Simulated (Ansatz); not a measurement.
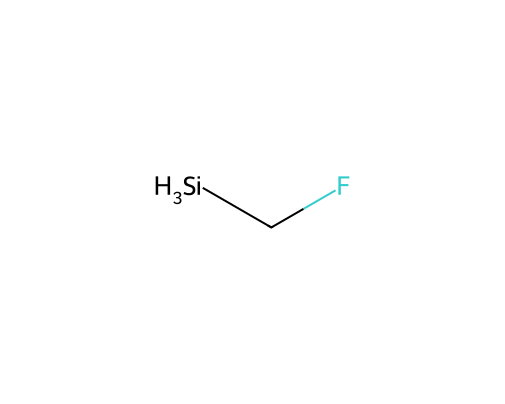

Give its SMILES.

FC[SiH3]

Give the formula, hydrogens included.

CH5FSi.

An optimisation with PBE0-D4/def2-TZVP gave a structure of which point group?

Cs.

The parts below concern this one geometry. Atoms keep their numbers from picture to picture. The computed structure is the end point of a PBE0-D4/def2-TZVP optimisation.

**Geometry**

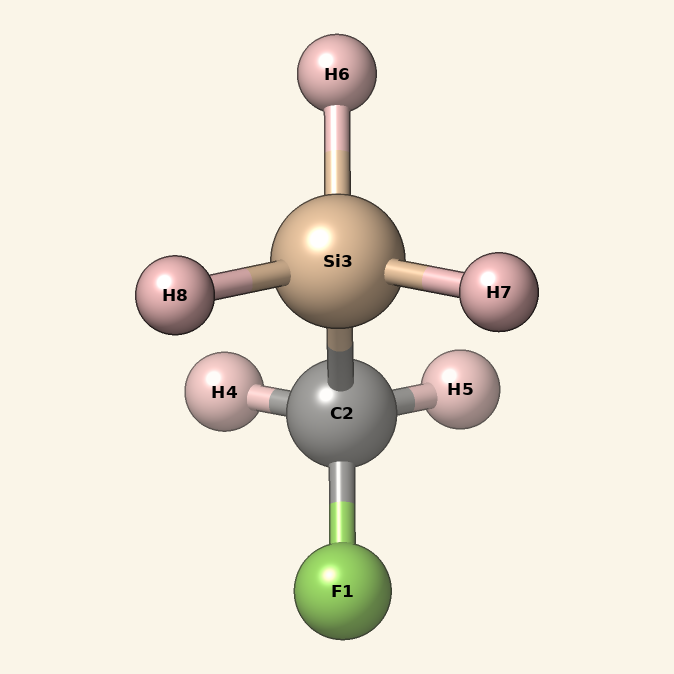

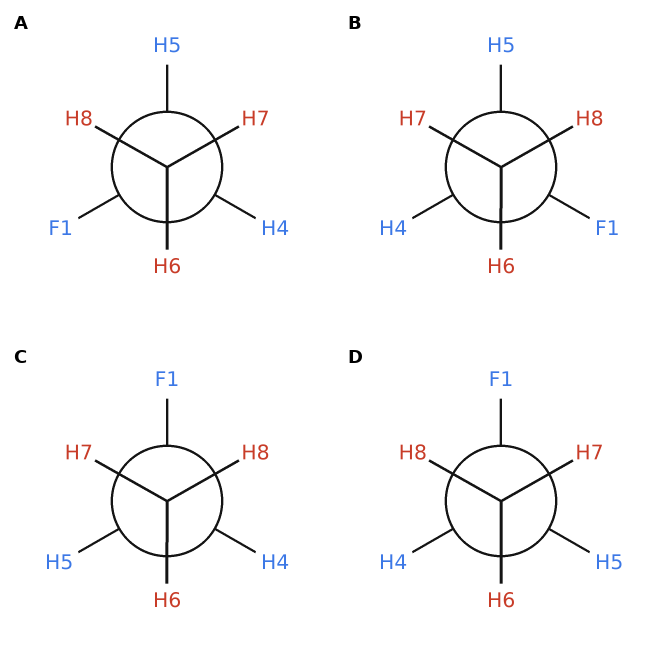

Depth is shown by fading: the farther an atom, the more it takes the colour of the background. Bonds that would overlap in a projection are set slightly apart.

Which Newman projection shows the view along Si3–C2, with Si3 in front?

C. The torsion angle H6–Si3–C2–F1 is 180°, antiperiplanar (anti).

**Vibrations**

Harmonic vibrations computed with RKS PBE0-D4/def2-TZVP (Ansatz 0.2.0) at a stationary point of the same level.

How many vibrational modes are there, and where do they lie?

18 modes: 151, 234, 494, 575, 742, 858, 914, 935, 947, 1066, 1249, 1318, 1464, 2224, 2241, 2246, 3043, 3095 cm⁻¹.

**Levels of theory compared**

Program: Ansatz 0.2.0.

At this fixed geometry, give HOMO energy (eV), vertical IP (eV), HOMO–LUMO gap (eV) at these levels: B3LYP-D4/def2-TZVPP; PBE-D4/def2-TZVPP; PBE0-D4/def2-TZVPP; r2SCAN-D4/def2-TZVPP; ωB97M-V/def2-TZVPP; ωB97X-V/def2-TZVPP.

```json
{"level": "B3LYP-D4/def2-TZVPP", "HOMO energy (eV)": "−8.51", "vertical IP (eV)": "11.20", "HOMO–LUMO gap (eV)": "8.76"}
{"level": "PBE-D4/def2-TZVPP", "HOMO energy (eV)": "−7.21", "vertical IP (eV)": "10.84", "HOMO–LUMO gap (eV)": "6.90"}
{"level": "PBE0-D4/def2-TZVPP", "HOMO energy (eV)": "−8.73", "vertical IP (eV)": "11.15", "HOMO–LUMO gap (eV)": "9.24"}
{"level": "r2SCAN-D4/def2-TZVPP", "HOMO energy (eV)": "−7.54", "vertical IP (eV)": "10.98", "HOMO–LUMO gap (eV)": "7.72"}
{"level": "ωB97M-V/def2-TZVPP", "HOMO energy (eV)": "−11.05", "vertical IP (eV)": "11.27", "HOMO–LUMO gap (eV)": "13.08"}
{"level": "ωB97X-V/def2-TZVPP", "HOMO energy (eV)": "−11.16", "vertical IP (eV)": "11.27", "HOMO–LUMO gap (eV)": "13.58"}
```

**Dipole moment**

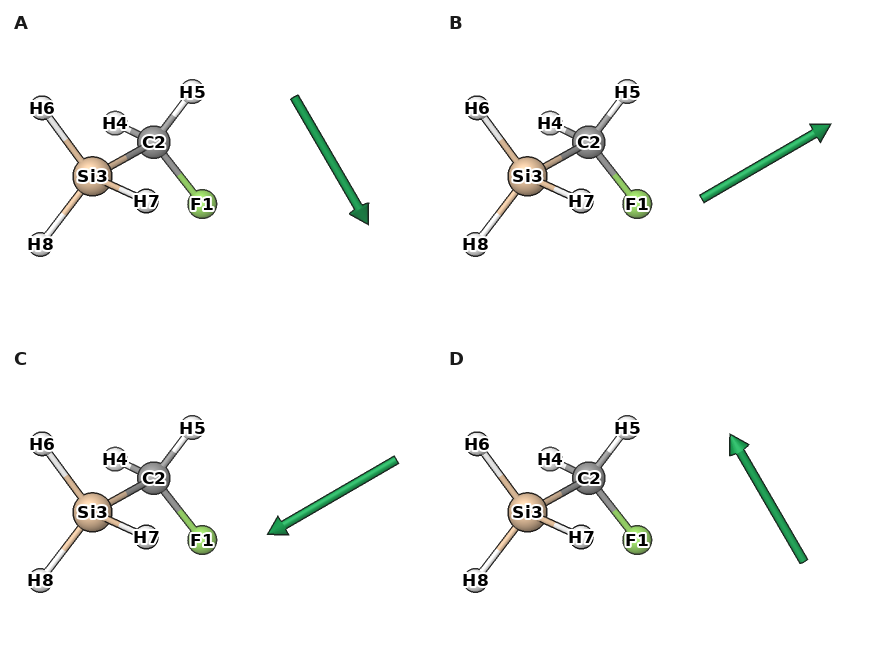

The same molecule four times, each with an arrow. Properties computed with RKS PBE-D4/def2-TZVPP (Ansatz 0.2.0).

Which arrow points along the dipole moment, from the negative to the positive end?

D. The dipole moment is 1.44 D; it points from the side of F1 to the side of H6 (the outermost atoms at the two ends).
